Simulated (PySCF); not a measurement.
# C$_{3}$H$_{3}$F$_{2}$, doublet, SMILES `[CH2]/C(F)=C\F`: electronic structure

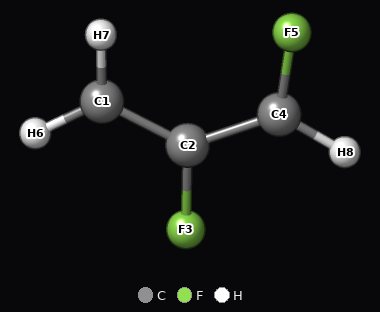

The molecule, with its atoms numbered as below. No frequency check shows the geometry to be a minimum.

Geometry (Å), atoms numbered from 1:

```
C1       0.7196   -1.3577    0.0000
C2       0.4674   -0.0165    0.0000
F3       1.5212    0.8327    0.0000
C4      -0.7596    0.6174    0.0000
F5      -1.8875   -0.0955    0.0000
H6       1.7280   -1.7231    0.0000
H7      -0.0945   -2.0557    0.0000
H8      -0.9014    1.6843    0.0000
```

## 1. Bonding charge

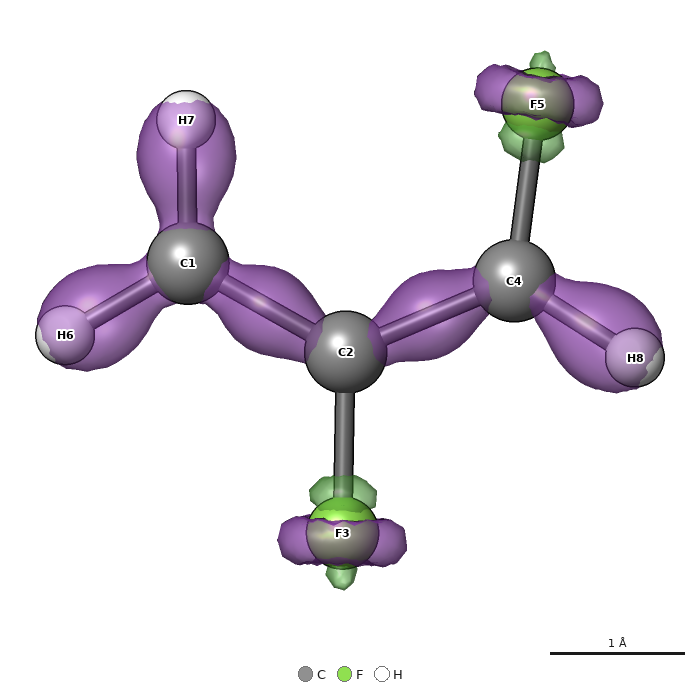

Deformation density (molecule less spherical, spin-averaged free atoms at the same positions), surfaces at ±0.3 e/Å³; purple: gain, green: loss.

Method: M06-2X/6-311G**; geometry: GFN2-xTB; program: PySCF. The stability of the open-shell solution wasn't checked. GFN2-xTB doesn't know the spin state, so this open-shell geometry is rough.

Question: Describe the bonding that the map shows.

Answer: C4–H8: +0.81 e/Å³ at the bond critical point (bond length 1.08 Å, Mayer order 1.0). C1–H7: +0.75 e/Å³ at the bond critical point (bond length 1.07 Å, Mayer order 1.0). C1–H6: +0.74 e/Å³ at the bond critical point (bond length 1.07 Å, Mayer order 1.0). C2–C4: +0.70 e/Å³ at the bond critical point (bond length 1.38 Å, Mayer order 1.3). C1–C2: +0.65 e/Å³ at the bond critical point (bond length 1.36 Å, Mayer order 1.5). C4–F5: −0.07 e/Å³ at the bond critical point (bond length 1.33 Å, Mayer order 1.0); up to 0.6 Å beside the axis the gain reaches +0.23 e/Å³. C2–F3: −0.08 e/Å³ at the bond critical point (bond length 1.35 Å, Mayer order 1.0); up to 0.6 Å beside the axis the gain reaches +0.22 e/Å³. In all, 1.9 electrons gather in the regions of gain relative to the promolecule. A small or negative value marks a very polar bond, one between electron-rich atoms, whose free-atom densities already overlap strongly, a long bond to a heavier atom, or a closed-shell contact such as a hydrogen bond.

## 2. Bond critical points

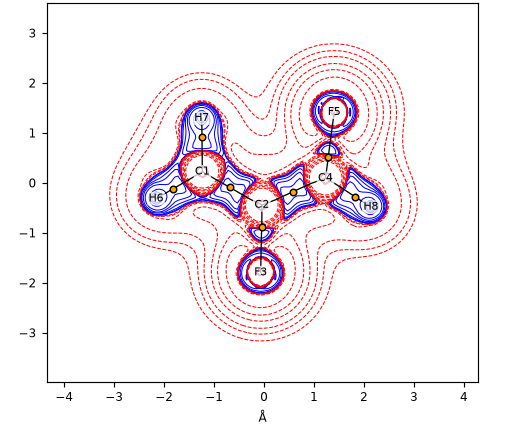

Negative Laplacian of the density (−∇²ρ) in the molecular plane (solid blue lines positive, dashed red lines negative, contours at ±0.02 to ±8 a.u.), with bond paths and bond critical points (dots).

Question: At which bond critical points in this plane is charge locally concentrated, and at which depleted?

Answer: Concentrated (∇²ρ < 0): C1–C2 (−0.93 a.u.); C2–C4 (−0.94 a.u.); C4–H8 (−1.04 a.u.); C1–H7 (−0.99 a.u.); C1–H6 (−0.99 a.u.). Depleted (∇²ρ > 0): C4–F5 (+0.39 a.u., H = −0.340); C2–F3 (+0.20 a.u., H = −0.330). A positive Laplacian with clearly negative H marks a strongly polar covalent bond, whose critical point lies close to the core of the less electronegative atom.

Question: Where along C4–F5 does the critical point lie?

Answer: 0.44 Å from C4 and 0.90 Å from F5.

## 3. Local ionisation energy

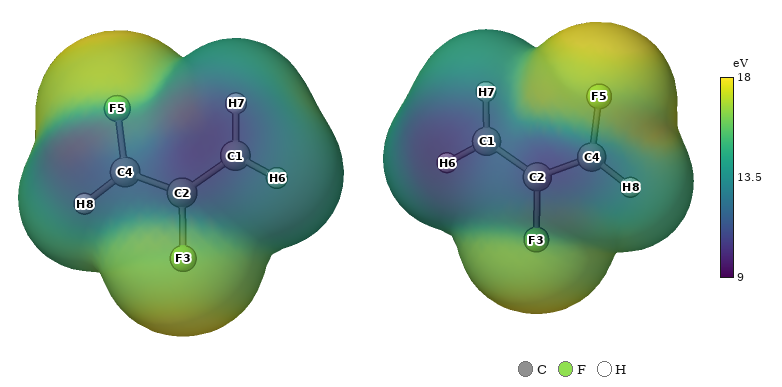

Average local ionisation energy on the surface of electron density 0.001 a.u. (back view left, front view right).

Question: Where are the most loosely bound electrons on this surface?

Answer: The lowest value is 9.9 eV, off the molecular plane, over C1 (2.0 Å), and at like points elsewhere. Further minima include 10.6 eV, off the molecular plane, over C4 (2.0 Å), and at like points elsewhere. For comparison, the highest occupied orbital lies at −7.1 eV.

## 4. Spin density

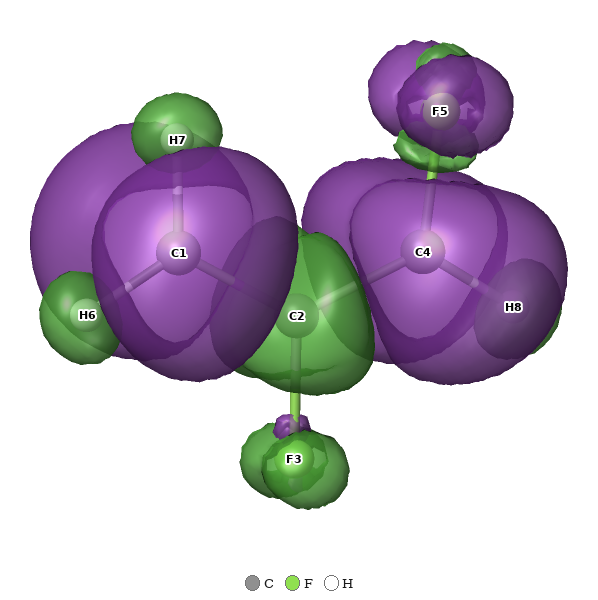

Spin density ρα − ρβ at ±0.01 e/Å³ (purple: excess α, green: excess β).

Question: Where is the unpaired spin?

Answer: Hirshfeld spin populations: C4 +0.46, C1 +0.42 and F5 +0.07. Spin polarisation leaves negative spin on C2 (−0.02). ⟨S²⟩ = 0.78, against 0.75 for a pure state. The picture also shows regions of β spin from spin polarisation; the Hirshfeld sums, whose atoms overlap, net them against the α spin of neighbours.

## 5. Removing or adding an electron

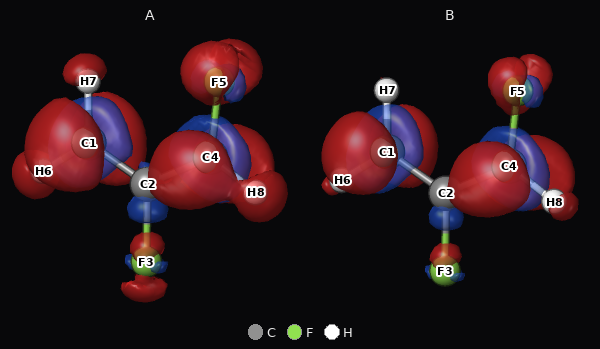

The two Fukui functions at ±0.03 e/Å³ (red positive, blue negative).

PySCF calculation, BLYP/aug-cc-pVDZ, gas phase; geometry: GFN2-xTB. GFN2-xTB doesn't know the spin state, so this open-shell geometry is rough.

Question: Why do the two look alike?

Answer: The electron leaves from or enters the same singly occupied orbital. A is f⁻, B is f⁺. f⁻ (Hirshfeld-condensed) is largest on C1 (0.24), C4 (0.23) and F5 (0.13); the vertical ionisation energy is 8.15 eV (to the singlet cation, which needn't be its lowest state). f⁺ (Hirshfeld-condensed) is largest on C1 (0.24) and C4 (0.22); the vertical electron affinity is 0.58 eV (to the singlet anion, which needn't be its lowest state; the anion's highest orbital has positive energy, so this value and f⁺ depend on the basis).

The PySCF runs shown took 21 s and 38 s on 1 thread of Intel(R) Xeon(R) 6975P-C (Granite Rapids), on a shared host.
